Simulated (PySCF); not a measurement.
**One shape, several levels: doublet BF−**

We compute a comparison of 6 runs (U-wB97M-V/def2-TZVPPD, U-wB97X/def2-TZVPPD, UB2PLYP/def2-TZVPPD, UM06-L/def2-TZVPPD, UPBE/def2-TZVPPD, USCS-MP2/def2-TZVPPD) of doublet BF−. Input form: a Python script.

The calculation is run with PySCF 2.14.0.

5 further runs of the same task are left out: 5 set aside as unsound or not needed.

### 1 The structure to begin with

BF−: 2 atoms, total charge -1, spin state doublet. SMILES of the parent species: `[B]F`. The shape is that of a GFN2-xTB optimisation. That shape belongs to the parent species and isn't relaxed for this state.

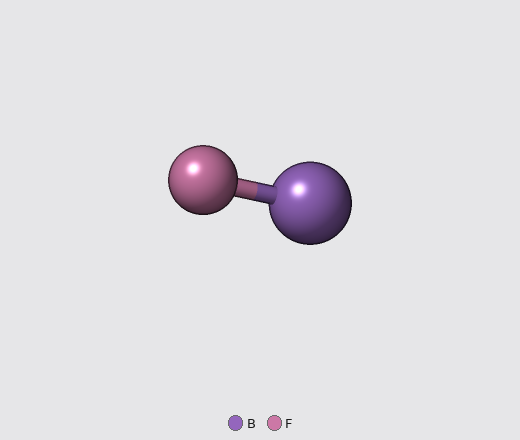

The structure, seen from a chosen angle (boron purple, fluorine pink).

### 2 The energy at U-wB97M-V/def2-TZVPPD (run 1)

run.py

```python
from pyscf import gto, dft

mol = gto.M(
    atom=[
    ('B', (0.000000, 0.000000, 0.000000)),
    ('F', (0.000000, 0.000000, 1.244390)),
],
    basis='def2-tzvppd',
    charge=-1,
    spin=1,
    verbose=3,
    max_memory=1860,
)

calc0 = dft.UKS(mol, xc='wb97m-v')
calc0.nlcgrids.level = 1
calc0.conv_tol = 1e-10
calc0.grids.level = 5
calc0.kernel()
if not calc0.converged:
    calc0 = calc0.newton().run(calc0.mo_coeff, calc0.mo_occ)

e_final = calc0.e_tot
print('E = %.10f Eh' % e_final)
```

Launch:

```bash
$ OMP_NUM_THREADS=1 python run.py
```

The log of the run:

```text
WARN: HOMO 0.011897490100011 >= LUMO 0.0118974900999882

converged SCF energy = -124.637911420603  <S^2> = 0.75142184  2S+1 = 2.0014213
E = -124.6379114206 Eh
```

Wall time 27 s (1 thread of Arm Neoverse V2, shared host); peak memory 0.4 GiB.

### 3 The energy at U-wB97X/def2-TZVPPD (run 2)

run.py

```python
from pyscf import gto, dft

system = gto.Mole()
system.atom = '''
B        0.000000       0.000000       0.000000
F        0.000000       0.000000       1.244390
'''
system.basis = 'def2-tzvppd'
system.max_memory = 1860
system.verbose = 3
system.spin = 1
system.charge = -1
system.build()

mf = dft.UKS(system)
mf.xc = 'wb97x'
mf.grids.level = 5
mf.conv_tol = 1e-10
mf.kernel()
if not mf.converged:
    mf = mf.newton().run(mf.mo_coeff, mf.mo_occ)

e_final = mf.e_tot
print('Final energy', e_final)
```

Launch:

```bash
$ OMP_NUM_THREADS=1 python run.py
```

The log of the run:

```text
WARN: HOMO 0.0144926550957832 >= LUMO 0.0144926550957686

converged SCF energy = -124.638922402706  <S^2> = 0.75624597  2S+1 = 2.0062362
Final energy -124.63892240270624
```

It took 12 s on 1 thread of Arm Neoverse V2, shared host; peak memory 0.36 GiB.

Runs 3 to 5 aren't shown in full; the table further down has their settings and results.

### 4 The energy at USCS-MP2/def2-TZVPPD (run 6)

run.py

```python
from pyscf import gto, scf, mp

mol = gto.M(
    atom=[
    ('B', (0.000000, 0.000000, 0.000000)),
    ('F', (0.000000, 0.000000, 1.244390)),
],
    verbose=3,
    spin=1,
    charge=-1,
    basis='def2-tzvppd',
    max_memory=1860,
)

mf = scf.UHF(mol)
mf.conv_tol = 1e-10
mf.kernel()
if not mf.converged:
    mf = mf.newton().run(mf.mo_coeff, mf.mo_occ)

pt = mp.MP2(mf, frozen=2).run()
energy = mf.e_tot + 1.2 * pt.e_corr_os + pt.e_corr_ss / 3
print('Final energy', energy)
```

Launch:

```bash
$ OMP_NUM_THREADS=1 python run.py
```

The log of the run:

```text
converged SCF energy = -124.097611623766  <S^2> = 0.76709735  2S+1 = 2.0170249
E(UMP2) = -124.428686023695  E_corr = -0.331074399929277
E(SCS-UMP2) = -124.422472301521  E_corr = -0.324860677754509
Final energy -124.42247230152063
```

It took 1.7 s on 1 thread of Arm Neoverse V2, shared host; peak memory 0.16 GiB.

### 5 The series

| run | level | nlc grid | frozen core orbitals | energy (Eh) | HOMO energy (eV) | LUMO energy (eV) | ⟨S²⟩ | wall time |
| --- | --- | --- | --- | --- | --- | --- | --- | --- |
| 1 | U-wB97M-V/def2-TZVPPD | 1 | – | -124.637911 | 1.62 | 4.92 | 0.751 | 27 s |
| 2 | U-wB97X/def2-TZVPPD | – | – | -124.638922 | 1.23 | 5.60 | 0.756 | 12 s |
| 3 | UB2PLYP/def2-TZVPPD | – | 2 | -124.594038 | 2.48 | 4.78 | 0.757 | 8.4 s |
| 4 | UM06-L/def2-TZVPPD | – | – | -124.643290 | 4.01 | 4.39 | 0.757 | 22 s |
| 5 | UPBE/def2-TZVPPD | – | – | -124.538877 | 2.98 | 3.16 | 0.754 | 30 s |
| 6 | USCS-MP2/def2-TZVPPD | – | 2 | -124.422472 | 1.13 | 5.49 | 0.767 | 1.7 s |

### 6 Results

| quantity | value |
| --- | --- |
| run 6: total energy | -124.42247 Eh |
| run 6: HOMO energy (Hartree–Fock orbitals) (highest over α and β) | 1.13 eV |
| run 6: LUMO energy (Hartree–Fock orbitals) (lowest over α and β) | 5.49 eV |
| run 6: correlation energy (2 core orbitals frozen) | -324.9 mEh |
| run 6: ⟨S²⟩ of the reference determinant | 0.767 |

**Reading.** Totals of different functionals can't be ranked against each other. In runs 1, 2, 3, 4, 5, 6 the HOMO lies above zero, so the outermost electron may be held by the basis alone. All runs together took 1.7 min, the longest 30 s.
